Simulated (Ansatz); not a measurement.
```yaml
atoms:
  - { symbol: Si, position_ang: [-0.6806, 0.6839, -0.9226] }
  - { symbol: H, position_ang: [0.8325, 0.3533, -1.7570] }
  - { symbol: H, position_ang: [-1.3189, -0.4208, -1.6861] }
  - { symbol: H, position_ang: [-1.6281, 0.8849, 0.2345] }
  - { symbol: H, position_ang: [-0.7394, 2.0051, -1.6026] }
  - { symbol: H, position_ang: [1.1347, 0.0498, -0.6840] }
  - { symbol: O, position_ang: [0.6244, 0.2046, 0.2940] }
  - { symbol: C, position_ang: [0.4751, -0.7630, 1.3319] }
  - { symbol: H, position_ang: [0.4527, -1.7722, 0.9147] }
  - { symbol: H, position_ang: [1.3092, -0.6636, 2.0255] }
  - { symbol: H, position_ang: [-0.4615, -0.5620, 1.8517] }
```

A transition-state structure; geometry: PBE0-D4/def2-TZVP.

The calculation used Ansatz, RKS PBE0-D4/def2-TZVPP.

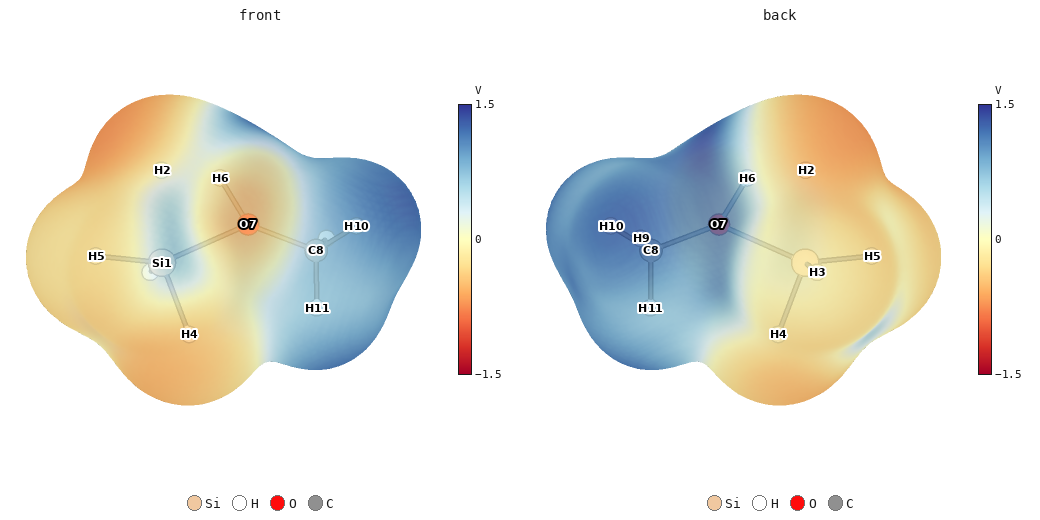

CH₇OSi···H. The electrostatic potential painted on the density surface at 0.002 e/bohr³, seen from the front and from behind; red is negative and blue positive.

Q: Which sites attract a positive test charge, and which a negative one?

A: A positive charge is drawn to the negative regions and a negative charge to the positive ones. The most negative region (about −0.7 V) lies over the gap between the two molecules, near Si1 and H2, the most positive (about +1.3 V) over H6, H9 and H10.
